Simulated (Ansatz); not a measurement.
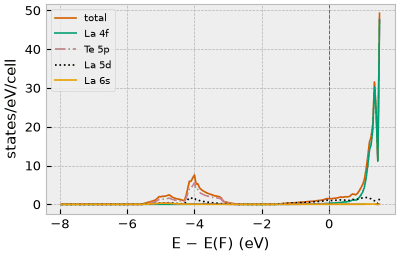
Fig. 1. Total and projected density of states of LaTe (rock salt, Fm-3m), r²SCAN (plane waves, PAW; program Ansatz)

**Question.** Which orbitals carry the states next to the Fermi level?

**Answer.** Within 0.5 eV of the Fermi level: La 5d 67 %, La 4f 22 %, outside the projected shells 5 %. Projections are on Löwdin-orthogonalised atomic valence shells; empty p or d shells of many metals are not among them.

**Question.** Where is the tallest occupied peak in this window, and what makes it?

**Answer.** Near -4.0 eV, about 7.6 states/eV per cell; the largest projected share is Te 5p.

The workflow started from a Materials Project entry (that database holds measured and hypothetical structures alike); the Crystallography Open Database files this formula in space group No. 225, but the cells were not matched. Whether it is the stable phase at ambient conditions was not checked. The cell was relaxed with r²SCAN under the symmetry of its start; whether a distortion lowers the energy is not shown. With an odd number of electrons in the cell and no spin polarisation, the count alone makes it a metal. Spin–orbit coupling is left out wherever it is not named.

Potentials: the later of the program's two PAW sets.
